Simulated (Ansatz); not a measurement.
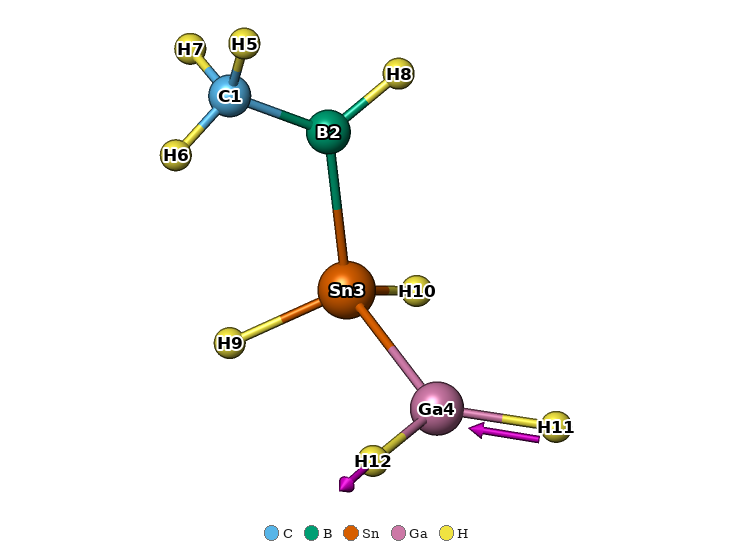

The arrows show one normal mode. Harmonic vibrations computed with RKS PBE0-D4/def2-TZVP, core potentials on Sn (Ansatz 0.2.0) at a stationary point of the same level.

Q: What kind of motion is it?

A: Mostly out-of-phase stretching of 2 Ga–H bonds.

Q: Estimate its harmonic wavenumber.

A: 1948 cm⁻¹; it is mode 26 of 30 counted from the lowest.
